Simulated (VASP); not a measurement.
Band structure of AlInSb2 (space group R3m). Calculation: PBEsol GGA, VASP's PBE PAW potentials (set 64) (plane waves; VASP).

Unless said otherwise, spin-orbit coupling is left out, though it shifts the bands of the heavy elements here.

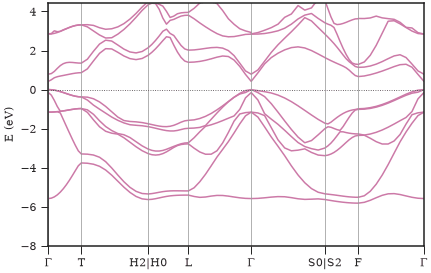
*Bands along high-symmetry lines, zero at the valence-band maximum or, without a gap, the Fermi level*

Read the plot: is there a gap, and where are the band edges?

The gap is direct, 0.42 eV, from the valence maximum at Γ to the conduction minimum at Γ. (Edges off the drawn lines would not show.)

The structure comes from a computed database's AlInSb2 entry (R3m); how it stands against other phases isn't given here. It was relaxed first.
